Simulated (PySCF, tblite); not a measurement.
# C₆H₇ClFSi+: geometry, infrared bands and NMR shifts

Wanted: the infrared bands and NMR shifts of C₆H₇ClFSi+ (`F[C@@H](Cl)C1=CC=CC[SiH+]1`), by calculation.

The runs use tblite 0.8.0 and PySCF 2.14.0, with density-fitted response routines of our own; the level of theory stands in each step. All values are computed, except where a source is named. Atoms count from 0, in the outputs and in this text.

**1. Starting geometry**

16 atoms, charge 1, multiplicity 1; geometry from: force field or distance geometry start.

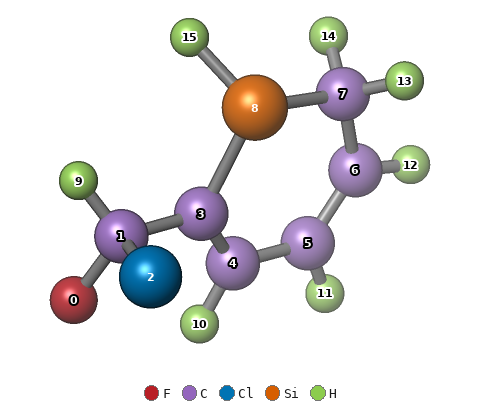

The starting geometry (fluorine red, carbon purple, chlorine blue, silicon orange, hydrogen green), atoms numbered.

**2. Geometry optimisation with GFN2-xTB**

Job settings and geometry (Å):

```
{"job": {"kind": "relax", "xc": "GFN2-xTB", "basis": "xTB"}, "charge": 1, "multiplicity": 1}
F      3.071600     0.986600    -0.410200
C      2.439000    -0.213800    -0.280700
Cl     3.234900    -1.079300     1.084400
C      0.973900    -0.034800    -0.020100
C      0.416200     1.130900     0.354400
C     -1.000000     1.377900     0.569800
C     -1.991800     0.502200     0.374500
C     -1.855100    -0.923200    -0.088800
Si    -0.093500    -1.547100    -0.306100
H      2.633500    -0.779100    -1.187000
H      1.056000     2.001400     0.490000
H     -1.245500     2.378800     0.919500
H     -3.015100     0.833400     0.588600
H     -2.364700    -1.579200     0.625400
H     -2.395700    -1.020500    -1.044200
H      0.128600    -2.025100    -1.680800
```

Command:

```sh
$ OMP_NUM_THREADS=1 python probes_run.py task.json out
```

One launch serves the whole session: the jobs run in the order shown.

Standard output:

```text
step      E/eV     max force
  0    -732.30722    2.198
  1    -732.41374    1.688
  2    -732.53379    1.108
  3    -732.64722    0.836
  4    -732.69956    0.604
  5    -732.72347    0.496
  6    -732.76646    0.634
  7    -732.79475    0.558
  8    -732.81693    0.353
  9    -732.83865    0.446
 10    -732.86652    0.459
 11    -732.89445    0.484
 12    -732.91804    0.382
 13    -732.93450    0.289
 14    -732.94714    0.277
 15    -732.95766    0.265
 16    -732.96582    0.300
 17    -732.97179    0.263
 18    -732.97562    0.245
 19    -732.97895    0.157
 20    -732.98188    0.180
 21    -732.98459    0.153
 22    -732.98740    0.188
 23    -732.99002    0.148
 24    -732.99185    0.105
 25    -732.99320    0.094
 26    -732.99435    0.107
 27    -732.99537    0.095
 28    -732.99617    0.061
 29    -732.99676    0.076
 30    -732.99724    0.070
 31    -732.99768    0.059
 32    -732.99812    0.062
 33    -732.99862    0.074
 34    -732.99932    0.080
 35    -733.00037    0.112
 36    -733.00196    0.131
 37    -733.00405    0.137
 38    -733.00645    0.136
 39    -733.00923    0.167
 40    -733.01245    0.182
 41    -733.01647    0.192
 42    -733.02287    0.232
 43    -733.03211    0.321
 44    -733.04276    0.392
 45    -733.03649    0.805
 46    -733.05260    0.597
 47    -733.06484    0.323
 48    -733.07333    0.201
 49    -733.08343    0.268
 50    -733.09178    0.183
 51    -733.10100    0.146
 52    -733.10341    0.139
 53    -733.10779    0.114
 54    -733.10984    0.224
 55    -733.11212    0.156
 56    -733.11436    0.098
 57    -733.11576    0.083
 58    -733.11678    0.080
 59    -733.11807    0.077
 60    -733.11939    0.076
 61    -733.12093    0.081
 62    -733.12235    0.094
 63    -733.12361    0.102
 64    -733.12466    0.073
 65    -733.12546    0.064
 66    -733.12608    0.068
 67    -733.12672    0.065
 68    -733.12744    0.060
 69    -733.12815    0.056
 70    -733.12881    0.066
 71    -733.12950    0.066
 72    -733.13024    0.095
 73    -733.13127    0.081
 74    -733.13223    0.054
 75    -733.13289    0.045
 76    -733.13318    0.052
 77    -733.13387    0.056
 78    -733.13467    0.086
 79    -733.13571    0.081
 80    -733.13642    0.091
 81    -733.13657    0.134
 82    -733.13716    0.044
 83    -733.13754    0.043
 84    -733.13866    0.060
 85    -733.13923    0.066
 86    -733.14005    0.069
 87    -733.14080    0.070
 88    -733.14170    0.069
 89    -733.14276    0.105
 90    -733.13582    0.554
 91    -733.14426    0.086
 92    -733.14490    0.065
 93    -733.14577    0.092
 94    -733.14611    0.040
 95    -733.14650    0.033
 96    -733.14693    0.041
 97    -733.14731    0.041
 98    -733.14756    0.040
 99    -733.14795    0.053
100    -733.14840    0.056
101    -733.14889    0.083
102    -733.14927    0.069
103    -733.14970    0.058
104    -733.15007    0.041
105    -733.15044    0.036
106    -733.15065    0.035
107    -733.15088    0.036
108    -733.15106    0.047
109    -733.15127    0.036
110    -733.15145    0.031
111    -733.15156    0.048
112    -733.15172    0.040
113    -733.15190    0.031
114    -733.15210    0.026
115    -733.15233    0.032
116    -733.15255    0.033
117    -733.15271    0.030
118    -733.15284    0.029
119    -733.15297    0.033
120    -733.15307    0.033
121    -733.15316    0.031
122    -733.15328    0.035
123    -733.15344    0.034
124    -733.15365    0.037
125    -733.15382    0.024
126    -733.15393    0.026
127    -733.15401    0.035
128    -733.15409    0.042
129    -733.15420    0.045
130    -733.15435    0.043
131    -733.15451    0.044
132    -733.15467    0.044
133    -733.15486    0.040
134    -733.15512    0.043
135    -733.15552    0.064
136    -733.15599    0.067
137    -733.15552    0.216
138    -733.15674    0.049
139    -733.15712    0.043
140    -733.15817    0.156
141    -733.15881    0.070
142    -733.15959    0.077
143    -733.15693    0.482
144    -733.16228    0.096
145    -733.16388    0.079
146    -733.15736    0.535
147    -733.16579    0.064
148    -733.16718    0.071
149    -733.16358    0.552
150    -733.17026    0.081
151    -733.17201    0.091
152    -733.17034    0.539
153    -733.17629    0.076
154    -733.17797    0.070
155    -733.17834    0.370
156    -733.18106    0.046
157    -733.18151    0.055
158    -733.18187    0.075
159    -733.18210    0.058
160    -733.18231    0.035
161    -733.18268    0.027
162    -733.18289    0.026
163    -733.18304    0.040
164    -733.18317    0.035
165    -733.18327    0.030
166    -733.18333    0.027
167    -733.18338    0.016
168    -733.18344    0.016
169    -733.18350    0.023
170    -733.18357    0.019
171    -733.18364    0.023
172    -733.18373    0.026
173    -733.18382    0.024
174    -733.18390    0.025
175    -733.18397    0.022
176    -733.18402    0.015
177    -733.18407    0.015
178    -733.18411    0.022
179    -733.18413    0.010
180    -733.18415    0.007
```

Wall time 1.8 s (1 thread of Arm Neoverse V1, shared host); peak memory 0.18 GiB.

Step by step: (not every step is listed)

```csv
step,energy from step 0 (eV),largest force (eV/Å)
0,0.0000,2.1976
1,-0.1065,1.6880
2,-0.2266,1.1080
3,-0.3400,0.8360
4,-0.3923,0.6037
5,-0.4162,0.4958
6,-0.4592,0.6342
7,-0.4875,0.5584
8,-0.5097,0.3532
24,-0.6846,0.1052
40,-0.7052,0.1819
56,-0.8071,0.0976
72,-0.8230,0.0949
88,-0.8345,0.0689
104,-0.8428,0.0406
120,-0.8458,0.0330
136,-0.8488,0.0672
152,-0.8631,0.5392
168,-0.8762,0.0161
175,-0.8768,0.0224
176,-0.8768,0.0153
177,-0.8768,0.0153
178,-0.8769,0.0217
179,-0.8769,0.0100
180,-0.8769,0.0070
```

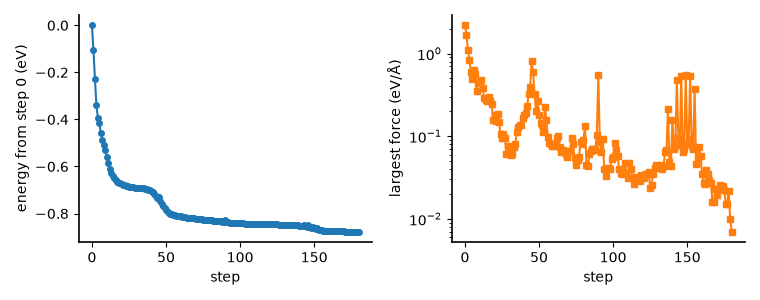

Energy and largest force along the relaxation.

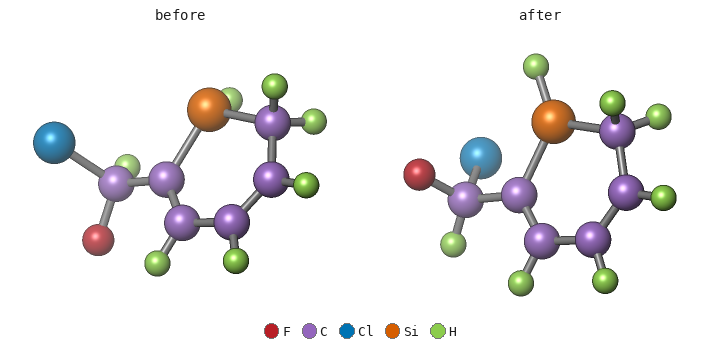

The geometry before (left) and after (right).

Distances of close pairs at the start and the end, largest changes first:

```csv
bond,before (Å),after (Å),change (Å)
Si8–H15,1.472,1.449,-0.023
C3–Si8,1.873,1.853,-0.020
C4–C5,1.454,1.435,-0.018
C6–H12,1.097,1.081,-0.015
C7–Si8,1.881,1.895,+0.013
C3–C4,1.345,1.357,+0.012
C1–H9,1.086,1.095,+0.009
C5–H11,1.088,1.080,-0.008
```

The end geometry stands in the next job.

**3. Infrared spectrum with GFN2-xTB**

Job settings and geometry (Å):

```
{"job": {"kind": "ir", "xc": "GFN2-xTB", "basis": "xTB"}, "charge": 1, "multiplicity": 1}
F      2.994532    -0.552598     0.926111
C      2.462586    -0.062023    -0.221589
Cl     2.723050    -1.290522    -1.508115
C      0.976585     0.086033    -0.075093
C      0.365104     1.289204     0.070059
C     -1.047647     1.501180     0.207393
C     -1.998025     0.552700     0.226686
C     -1.803402    -0.928602     0.123473
Si    -0.008935    -1.481896    -0.128560
H      3.000372     0.856727    -0.476665
H      0.977876     2.182006     0.081262
H     -1.355853     2.532355     0.302459
H     -3.029215     0.859439     0.335110
H     -2.230162    -1.375381     1.030882
H     -2.457157    -1.298341    -0.675668
H      0.422692    -2.861337    -0.229155
```

Standard output:

```text
mode    cm-1     km/mol
  1      31.1      3.75
  2      66.9      0.88
  3     122.1      9.24
  4     148.0     28.13
  5     208.4      5.66
  6     260.3     15.36
  7     342.9      1.85
  8     392.9      8.65
  9     414.1      6.26
 10     432.0      3.55
 11     465.0     15.82
 12     537.3     35.96
 13     557.5      2.49
 14     656.4     34.65
 15     660.8    102.40
 16     718.6     26.11
 17     737.0     36.21
 18     778.8      5.37
 19     802.8     36.33
 20     911.2      8.46
 21     933.9      0.61
 22     948.7     17.90
 23    1016.3    105.25
 24    1039.9      2.18
 25    1092.6      0.72
 26    1123.7     12.18
 27    1146.4     14.44
 28    1200.3      8.98
 29    1229.3     26.87
 30    1260.7     13.85
 31    1288.3     18.00
 32    1349.1     79.76
 33    1357.4     14.86
 34    1524.9    163.72
 35    1629.9     30.61
 36    2402.1     57.74
 37    2904.2      6.92
 38    2932.1      0.99
 39    2939.2     11.06
 40    3060.5      0.31
 41    3075.0      1.37
 42    3095.4      0.31
```

It took 0.75 s on 1 thread of Arm Neoverse V1, shared host; peak memory 0.18 GiB.

Which atoms move in the most intense modes:

```csv
cm⁻¹,km/mol,atoms
537,36.0,"H15 57 %, C3 19 %"
661,102.4,"C7 24 %, H13 19 %, H14 15 %, H12 14 %"
737,36.2,"Si8 26 %, C7 17 %, C1 16 %, C5 12 %"
803,36.3,"C7 25 %, C5 23 %, C4 14 %, Si8 11 %"
1016,105.2,"C1 54 %, F0 34 %"
1349,79.8,"H14 38 %, H13 37 %"
1525,163.7,"C4 41 %, C3 31 %, C5 16 %"
2402,57.7,H15 96 %
```

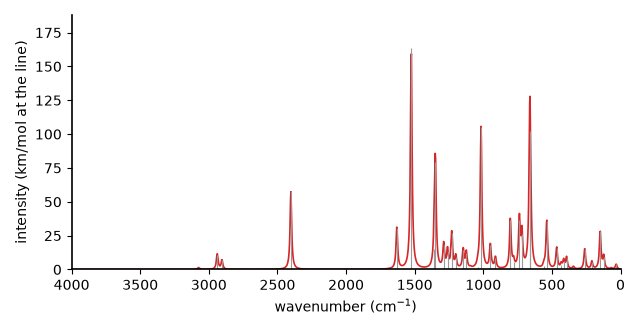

The infrared spectrum from these modes, unscaled. Lines are broadened to a width of 14 cm⁻¹ (Lorentzian).

**4. Shielding tensors: PBE0/pcSseg-1**

Settings changed since step 3:

```diff
@@ -1,2 +1,2 @@
-{"job": {"kind": "ir", "xc": "GFN2-xTB", "basis": "xTB"}, "charge": 1, "multiplicity": 1}
+{"job": {"kind": "nmr", "xc": "PBE0", "basis": "pcSseg-1"}, "charge": 1, "multiplicity": 1}
 F      2.994532    -0.552598     0.926111
```

With the program's defaults for keys left out, this is: GIAO PBE0/pcSseg-1 NMR shielding, non-relativistic, gas phase.

Standard output:

```text
coarse grid: 15192 points
cycle   1  E = -1081.1903591615  dE =  1.574e+00  |g| = 6.439e-01  |ddm| = 3.909e+00
cycle   2  E = -1081.0788781036  dE =  1.115e-01  |g| = 9.836e-01  |ddm| = 1.597e+00
cycle   3  E = -1081.2862044404  dE = -2.073e-01  |g| = 1.042e-01  |ddm| = 1.014e+00
cycle   4  E = -1081.2882103673  dE = -2.006e-03  |g| = 6.534e-02  |ddm| = 1.721e-01
cycle   5  E = -1081.2893094894  dE = -1.099e-03  |g| = 1.381e-02  |ddm| = 6.459e-02
cycle   6  E = -1081.2893492241  dE = -3.973e-05  |g| = 5.553e-03  |ddm| = 2.075e-02
cycle   7  E = -1081.2893569005  dE = -7.676e-06  |g| = 1.739e-03  |ddm| = 7.069e-03
final grid: 140128 points
cycle   8  E = -1081.3480206318  dE = -3.903e-05  |g| = 7.347e-03  |ddm| = 3.370e-02
cycle   9  E = -1081.3480104479  dE =  1.018e-05  |g| = 9.624e-03  |ddm| = 1.529e-02
cycle  10  E = -1081.3480333059  dE = -2.286e-05  |g| = 1.482e-03  |ddm| = 9.174e-03
cycle  11  E = -1081.3480337565  dE = -4.506e-07  |g| = 4.462e-04  |ddm| = 1.597e-03
cycle  12  E = -1081.3480338048  dE = -4.826e-08  |g| = 1.540e-04  |ddm| = 5.433e-04
cycle  13  E = -1081.3480338105  dE = -5.714e-09  |g| = 3.999e-05  |ddm| = 1.787e-04
cycle  14  E = -1081.3480338109  dE = -4.011e-10  |g| = 1.265e-05  |ddm| = 4.935e-05
converged SCF energy = -1081.3480338109

GIAO shielding tensors (ppm)
atom      isotropic    diamagn.    paramagn.     s11        s22        s33       span
  0 F      279.522     469.937    -190.415    233.304    289.811    315.451     82.147
  1 C       77.334     237.201    -159.867     46.497     81.442    104.065     57.568
  2 Cl     523.950    1145.574    -621.624    211.692    478.883    881.275    669.583
  3 C       16.991     263.616    -246.624    -66.218    -11.448    128.639    194.857
  4 C       22.359     250.873    -228.514    -87.580     -1.325    155.982    243.562
  5 C       54.770     253.669    -198.899    -53.729     44.993    173.045    226.774
  6 C       20.160     255.752    -235.592    -92.499    -10.244    163.224    255.724
  7 C      145.725     260.772    -115.047    104.472    152.991    179.711     75.239
  8 Si      70.758     880.913    -810.155   -173.941     25.972    360.244    534.185
  9 H       24.712      26.854      -2.142     21.887     23.450     28.800      6.913
 10 H       23.072      30.413      -7.341     20.573     20.777     27.867      7.293
 11 H       24.129      28.388      -4.258     21.339     24.431     26.617      5.277
 12 H       23.669      28.543      -4.873     20.500     22.935     27.573      7.073
 13 H       28.049      28.299      -0.250     23.259     25.925     34.963     11.704
 14 H       27.951      28.193      -0.242     23.272     26.068     34.514     11.242
 15 H       22.290      26.721      -4.431     19.650     23.519     23.701      4.051
```

Wall time 48 s (1 thread of Arm Neoverse V1, shared host); peak memory 0.91 GiB.

The references, computed at this level on geometries of the same kind, shield at (ppm): ¹H TMS 31.72, ¹³C TMS 186.9, ²⁹Si TMS 349.2, ¹⁹F CFCl3 170.9, ³⁵Cl HCl 950. Their shielding less the atom's gives the shift. The references are single molecules in the gas phase, so shifts against H2O, NH3, PH3, H3PO4 or CFCl3 are not on the usual liquid scales and can be off by tens of ppm.

```csv
atoms,environment,σ (ppm),δ (ppm)
C3,fully substituted alkene carbon,17.0,169.9
C6,alkene CH,20.2,166.8
C4,alkene CH,22.4,164.6
C5,alkene CH,54.8,132.2
C1,allylic sp3 CH bonded to Cl and F,77.3,109.6
C7,allylic sp3 CH2 bonded to Si,145.7,41.2
H15,"hydrogen on a silicon bonded to 2 C, in a 6-membered ring",22.29,9.43
H10,hydrogen on an alkene CH,23.07,8.64
H12,hydrogen on an alkene CH,23.67,8.05
H11,hydrogen on an alkene CH,24.13,7.59
H9,hydrogen on an allylic sp3 CH bonded to Cl and F,24.71,7.00
H14,hydrogen on an allylic sp3 CH2 bonded to Si,27.95,3.77
H13,hydrogen on an allylic sp3 CH2 bonded to Si,28.05,3.67
F0,fluorine on an sp3 carbon,279.5,-108.6
Cl2,chlorine bonded to C,524,426
Si8,"silicon bonded to 2 C, H, in a 6-membered ring",70.8,278.4
```

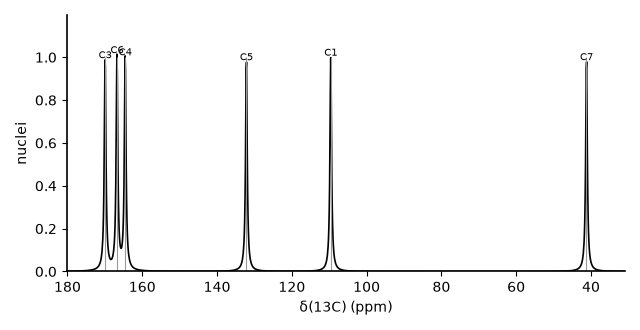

¹³C lines at the computed shifts, without couplings. Lines are broadened to a width of 0.51 ppm (Lorentzian).

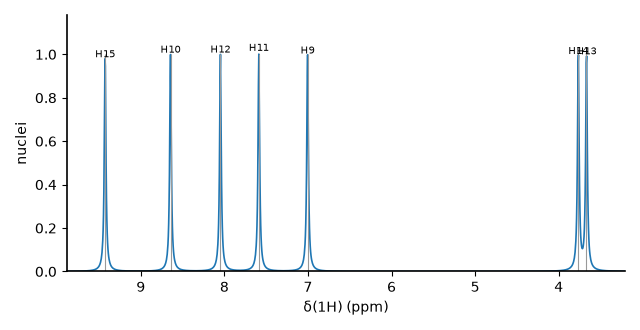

¹H lines at the computed shifts, without couplings. Lines are broadened to a width of 0.02 ppm (Lorentzian).

The run also stored atomic charges by several schemes (e):

```csv
atoms,Mulliken,IAO,Hirshfeld,ESP fit
F0,-0.25,-0.27,-0.08,-0.05
C1,0.29,0.19,0.10,-0.21
Cl2,-0.06,-0.04,0.01,0.00
C3,-0.56,-0.31,-0.11,-0.45
C4,0.10,-0.03,0.04,0.47
C5,-0.12,-0.16,-0.02,-0.62
C6,-0.07,-0.05,0.03,0.31
C7,-0.56,-0.56,-0.12,-0.62
Si8,1.03,1.03,0.61,0.97
```

Hirshfeld charges:

F0 -0.08; C1 0.10; Cl2 0.01; C3 -0.11; C4 0.04; C5 -0.02; C6 0.03; C7 -0.12; Si8 0.61; H9 0.08; H10 0.09; H11 0.08; H12 0.09; H13 0.10; H14 0.09; H15 0.01

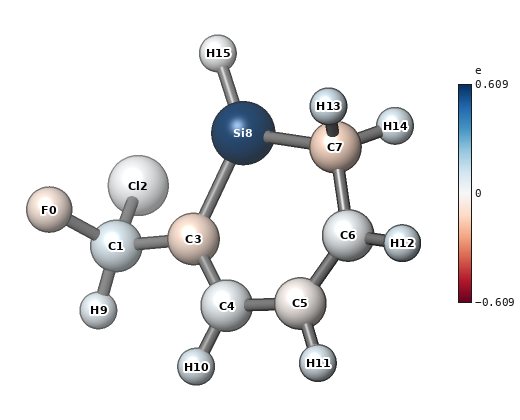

Hirshfeld charges, as colours on the atoms.

Mayer bond orders: F0–C1 0.96, C1–Cl2 0.97, C1–C3 0.97, C3–C4 1.56, C4–C5 1.24, C5–C6 1.76, C6–C7 1.08, C7–Si8 0.96, Si8–C3 1.08.

Ring of atoms C3, C4, C5, C6, C7, Si8: NICS(0) 0.8, NICS(1) -2.7, NICS(1)zz -3.4 ppm (means of both faces).

Orbitals, density, ELF and potential are computed afterwards from the orbital file.

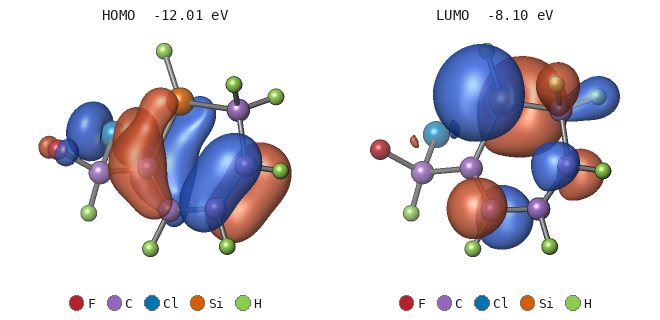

PBE0/pcSseg-1 orbitals near the gap, drawn at the value that encloses 70 % of each; the two colours are the two signs.

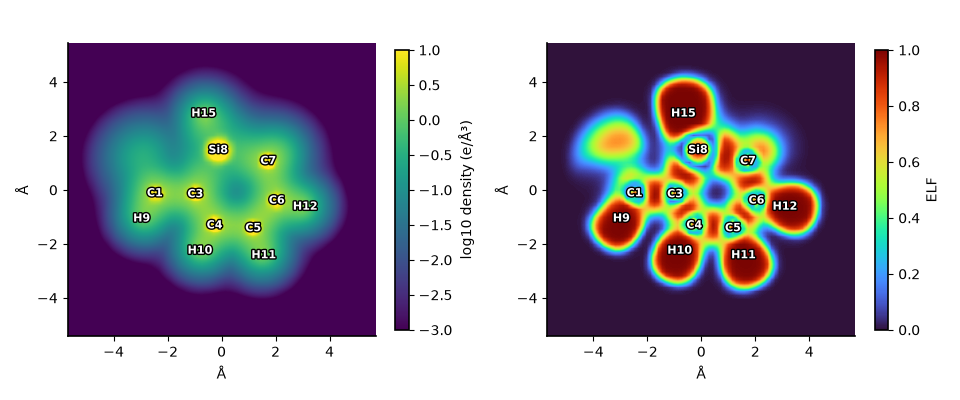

Density (left) and ELF (right) in a plane through or near 12 of the atoms.

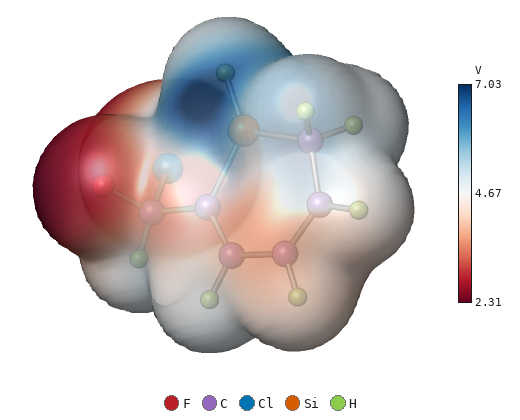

The potential that a unit positive charge feels on the 0.002 e/bohr³ surface, from 2.31 V near F0 to 7.03 V near Si8.

**5. Results**

| quantity | value |
| --- | --- |
| strongest single infrared mode (GFN2-xTB) | 1525 cm⁻¹, 164 km/mol |
| zero-point energy (GFN2-xTB) | 68.3 kcal/mol |
| ¹³C shifts against TMS (PBE0/pcSseg-1) | 169.9, 166.8, 164.6, 132.2, 109.6, 41.2 ppm |
| ¹H shifts against TMS (PBE0/pcSseg-1) | 9.43, 8.64, 8.05, 7.59, 7.00, 3.77, 3.67 ppm |
| ¹⁹F shifts against CFCl3 (PBE0/pcSseg-1) | -108.6 ppm |
| ³⁵Cl shifts against HCl (PBE0/pcSseg-1) | 426 ppm |
| ²⁹Si shifts against TMS (PBE0/pcSseg-1) | 278.4 ppm |

In words: The optimisation took 180 steps and gained 0.877 eV; among the close pairs (by a distance rule), Si8–H15 changed most, from 1.472 to 1.449 Å. All 42 modes are real, so the xTB geometry is a minimum. The strongest single mode, at 1525 cm⁻¹, moves mainly C4 and C3. Unscaled tight-binding wavenumbers are off by several per cent, some by more. Its intensities can rank the bands wrongly. At PBE0/pcSseg-1: Shielding is most anisotropic at Cl2 (span 670 ppm, paramagnetic term -622 ppm). At PBE0/pcSseg-1, counted by nearest atom on the grid, the HOMO lies on C3, C5, C6 about 21 % each; Cl2 14 %, the LUMO on Si8 46 %; C4 14 %.
